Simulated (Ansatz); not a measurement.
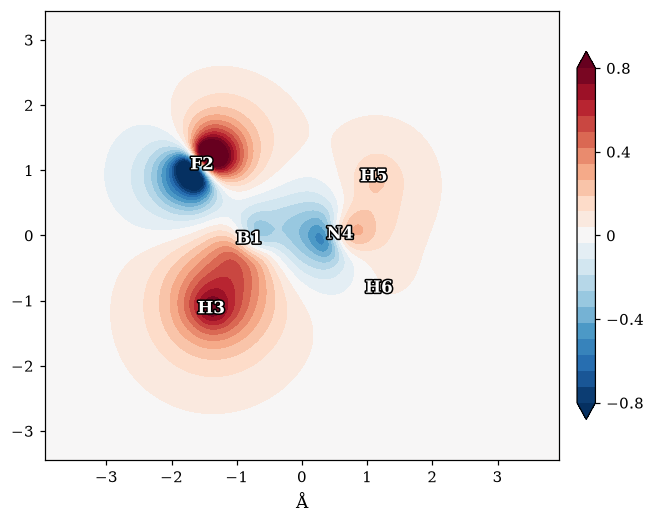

The picture shows: BFH3N···SiH4. The HOMO−1 on the plane of atoms B1, N4 and H6 (values in Å⁻³ᐟ²; the overall sign is arbitrary).

Computed with Ansatz, RKS PBE-D4/def2-SVP.

Input

```
crystal:
  periodic: [false, false, false]
  atoms:
    - { symbol: B, position_ang: [0.033509, -0.375374, -0.165961] }
    - { symbol: F, position_ang: [0.007097, -0.96341, 1.034383] }
    - { symbol: H, position_ang: [1.101971, -0.189847, -0.718499] }
    - { symbol: "N", position_ang: [-1.173217, -0.046431, -0.802421] }
    - { symbol: H, position_ang: [-2.090213, -0.212402, -0.382698] }
    - { symbol: H, position_ang: [-1.203213, 0.395329, -1.720188] }
    - { symbol: Si, position_ang: [-0.406441, 2.440432, 1.194256] }
    - { symbol: H, position_ang: [-1.84064, 2.599645, 0.763334] }
    - { symbol: H, position_ang: [-0.121542, 3.437712, 2.293413] }
    - { symbol: H, position_ang: [0.49562, 2.748671, 0.028401] }
    - { symbol: H, position_ang: [-0.16643, 1.064773, 1.673481] }
basis:
  gaussian: { orbitals: def2-SVP }
hamiltonian:
  xc: pbe
  dispersion: d4
relax:
  f_tol: 0.03
  max_steps: 50
output:
  orbitals: {}
```

Run with:

```sh
ansatz run input.yaml --threads 2 --pin off --max-ram 3072MiB --backend cpu --events-out ev --progress --plain --runs-dir out
```

The fields are those of the run's last geometry, not of the input's.

Q: What is the character of this orbital?

A: Its weight (Hirshfeld) is mainly on F2 (about 35 %), H3 (about 30 %), B1 (about 25 %) and N4 (about 10 %). Its energy is −7.84 eV.
